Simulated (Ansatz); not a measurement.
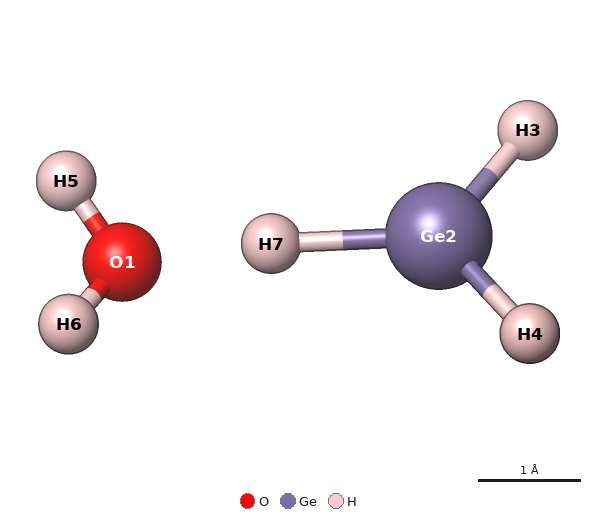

Atoms carry their numbers in the input. Charge +1, singlet. The geometry was computed by an optimisation with PBE-D4/def2-SVP. No frequency run is at hand to confirm it as a minimum.

Question: Describe the coordination of atom 2.

Answer: Ge2 has 3 neighbours (H3 at 1.55, H4 at 1.55, H7 at 1.66 Å); the arrangement is trigonal planar.

Question: What is the geometry at O1?

Answer: O1 has 2 neighbours (H5 at 0.98, H6 at 0.98 Å); the arrangement is bent.
